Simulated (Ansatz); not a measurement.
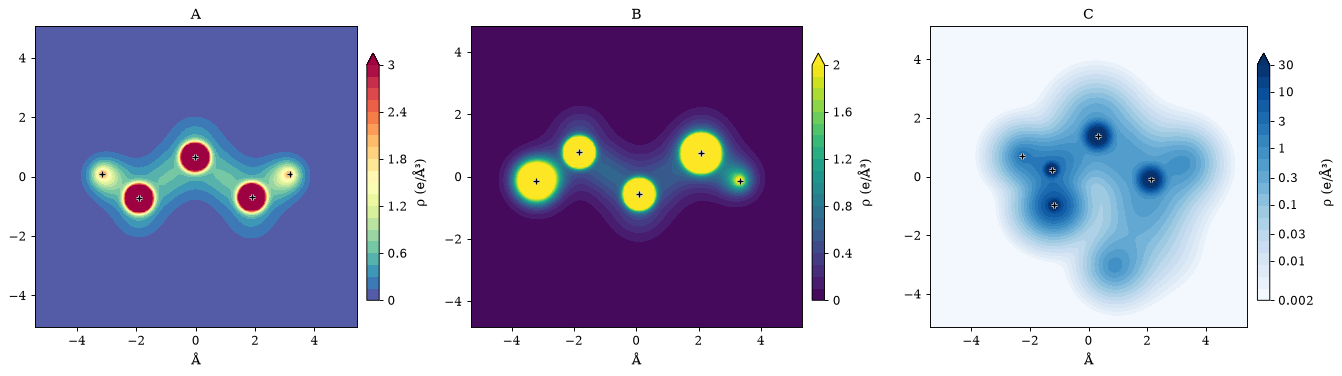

The electron density of 3 systems, each on a plane through atoms (crosses mark nuclei in the plane).

Theory: isolated molecule in a Gaussian basis; Kohn-Sham density functional theory, functional PBE0 in Ansatz 0.2.0.

System 1: GeH10OSi3, the plane of atoms Ge1, Si4 and Si3. Geometry: r2SCAN-D4/def2-SVP.

```tsv
atom	x (Å)	y (Å)	z (Å)
Ge	-2.1582	0.7170	0.4544
O	2.0924	-0.0896	-2.7338
Si	1.0528	0.8074	-1.7773
Si	-0.8034	-0.4718	-1.1063
Si	0.0337	-2.4109	-0.0842
H	2.3632	-0.9497	-2.3913
H	1.7197	1.3118	-0.5314
H	0.6467	1.9765	-2.6053
H	-1.6290	-0.8677	-2.2940
H	0.7866	-2.0302	1.1513
H	-1.0471	-3.3745	0.2847
H	0.9901	-3.1055	-1.0064
H	-2.7054	2.0126	-0.1660
H	-1.3210	1.0867	1.6894
H	-3.3467	-0.1425	0.9145
```

System 2: C2H8O2Si3, the plane of atoms O4, C2 and Si7. Geometry: B3LYP-D3(BJ)/def2-SVP.

```yaml
atoms:
  - { symbol: C, position_ang: [-1.4784, 1.7362, 0.7662] }
  - { symbol: C, position_ang: [1.6729, 1.5151, -0.8546] }
  - { symbol: O, position_ang: [-0.5025, 2.2665, 1.2530] }
  - { symbol: O, position_ang: [0.6576, 1.2178, -1.4473] }
  - { symbol: Si, position_ang: [-1.5173, -0.1622, 0.3602] }
  - { symbol: Si, position_ang: [0.5326, -0.9867, 1.1597] }
  - { symbol: Si, position_ang: [2.1702, 0.6633, 0.8180] }
  - { symbol: H, position_ang: [-2.3970, 2.3565, 0.5666] }
  - { symbol: H, position_ang: [-1.7871, -0.3860, -1.0860] }
  - { symbol: H, position_ang: [-2.6796, -0.7157, 1.1268] }
  - { symbol: H, position_ang: [0.9198, -2.2310, 0.4305] }
  - { symbol: H, position_ang: [0.4065, -1.3101, 2.6121] }
  - { symbol: H, position_ang: [2.3094, 1.6733, 1.9019] }
  - { symbol: H, position_ang: [3.5240, 0.0667, 0.5806] }
  - { symbol: H, position_ang: [2.3599, 2.2894, -1.2985] }
```

System 3: BrH9Si4 (SMILES [SiH3][SiH]([SiH3])[SiH2]Br), the plane of atoms Si3, Si4 and H12. Geometry: r2SCAN-D4/def2-SVP.

| atom | x (Å) | y (Å) | z (Å) |
| --- | --- | --- | --- |
| Br | -3.3212 | 0.7581 | 0.9835 |
| Si | 0.8654 | 0.1960 | 1.7437 |
| Si | -0.0910 | -0.3830 | -0.3212 |
| Si | -0.0939 | 1.4763 | -1.7553 |
| Si | -2.3135 | -1.0223 | 0.0543 |
| H | 0.7406 | -0.9334 | 2.7152 |
| H | 2.3129 | 0.5228 | 1.5620 |
| H | 0.1605 | 1.3938 | 2.2894 |
| H | 0.6534 | -1.5275 | -0.9441 |
| H | -0.7613 | 2.6216 | -1.0681 |
| H | -0.8299 | 1.1638 | -3.0185 |
| H | 1.3103 | 1.8620 | -2.0939 |
| H | -2.4418 | -2.1643 | 1.0069 |
| H | -3.0480 | -1.3544 | -1.2020 |

> Match each panel to its system.

Panel A is system 3, BrH9Si4: the plane holds Si and H. Si–Si (2.34 Å): the density is about 0.63 e/Å³ at the midpoint. Panel B is system 1, GeH10OSi3: the plane holds Ge, O, Si and H. Si–O (1.67 Å): ρ is about 1.1 e/Å³ halfway. Panel C is system 2, C2H8O2Si3: the plane holds C, O, Si and H. C–O (1.21 Å): ρ is about 3.3 e/Å³ halfway.
